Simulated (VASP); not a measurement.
Band structure of HfC (rock salt). These are LDA (Ceperley-Alder, Perdew-Zunger), VASP's LDA PAW potentials (set 64) (plane waves; VASP) values and carry that method's errors.

Unless said otherwise, spin-orbit coupling is left out, though it shifts the bands of the heavy elements here.

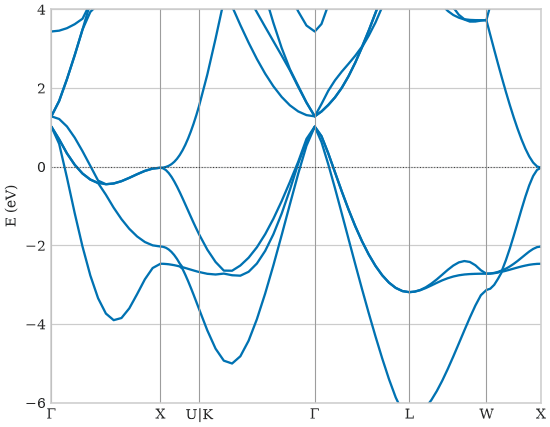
*Bands along high-symmetry lines, zero at the valence-band maximum or, without a gap, the Fermi level*

**Question.** Read the plot: is there a gap, and where are the band edges?

**Answer.** It has no gap at this level: it comes out as a metal or semimetal. (Edges off the drawn lines would not show.)

The compound is HfC in the rock salt structure. It was relaxed first.
